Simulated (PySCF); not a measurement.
C3H6Cl2

```xyz
11

C    -1.2473   -0.3686   -0.0709
C    -0.0635    0.5695   -0.0568
Cl   -0.2173    1.7376    1.3112
C     1.2807   -0.1122    0.1173
Cl    1.6422   -1.1710   -1.2772
H    -1.1428   -1.0785   -0.9051
H    -2.1841    0.1906   -0.1976
H    -1.3035   -0.9363    0.8701
H    -0.0404    1.1847   -0.9682
H     2.0849    0.6314    0.1836
H     1.2892   -0.7326    1.0245
```

Geometry: PBE0-D3(BJ)/def2-SVP.

Method: PBE0/pcSseg-1, SCF density, gas phase, non-relativistic in PySCF 2.14.0.

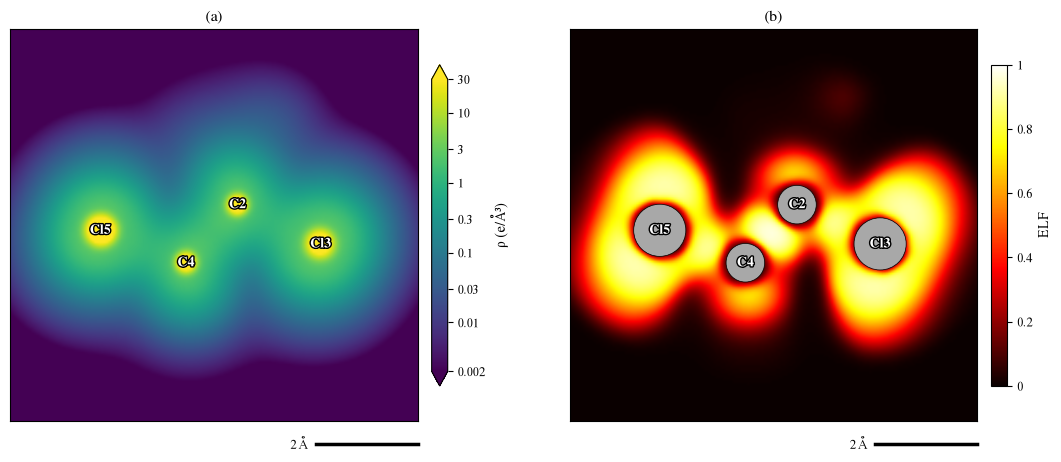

Figure 1. (a) total electron density; (b) ELF on the plane of atoms C2, C4 and Cl5. Grey discs cover the atomic cores in the ELF map.

### Read the bonding off the picture.

- Atoms in the plane: C and Cl.
- C–C (1.52 Å): the density is about 1.7 e/Å³ at the midpoint; the ELF peaks at about 0.95 between the atoms; a shared electron pair.
- C–Cl (1.79 Å): the density is about 1.3 e/Å³ at the midpoint; the ELF peaks at about 0.90 between the atoms, as expected for a shared electron pair.
- The ELF also peaks beside Cl3 and Cl5, away from the bonds: lone-pair regions.

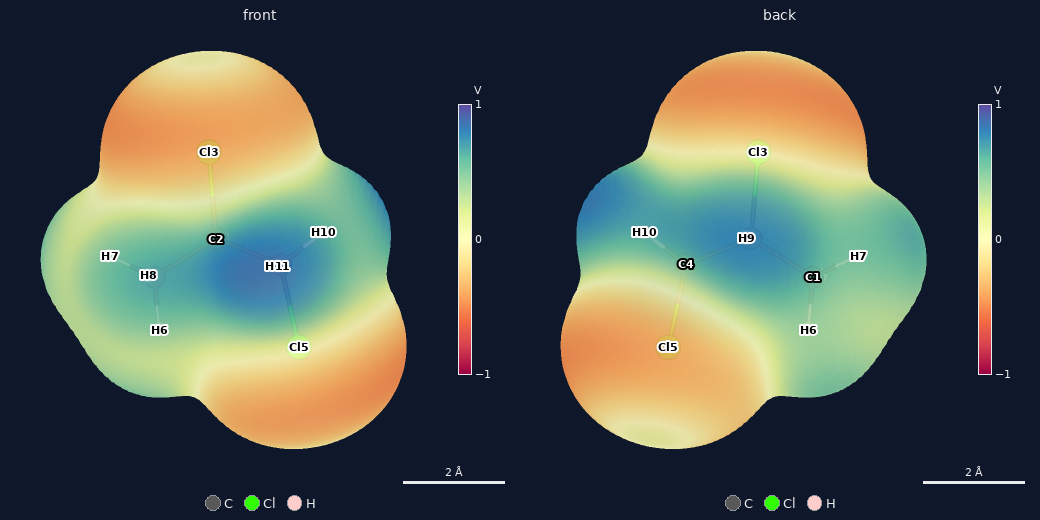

Figure 2. The electrostatic potential painted on the density surface at 0.001 e/bohr³, seen from the front and from behind; red is negative and blue positive.

### Describe the electrostatic potential map.

The most negative region (about −0.5 V) lies over Cl3 and Cl5, the most positive (about +0.8 V) over H10 and H11.

### How polar is the molecule by this calculation?

Its dipole moment is 0.54 D.

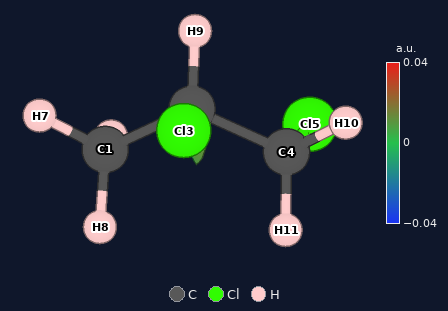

Figure 3. Non-covalent interaction (NCI) plot: the surface where the reduced density gradient is 0.5, for densities under 0.05 a.u., coloured by sign(λ₂)ρ; seen from one side.

### What holds or crowds the atoms apart from the covalent bonds?

Between H6 and C1 on one side and Cl5 and C4 on the other: a weak contact, attractive (blue-green) on one side and crowded (olive to red) on the other.
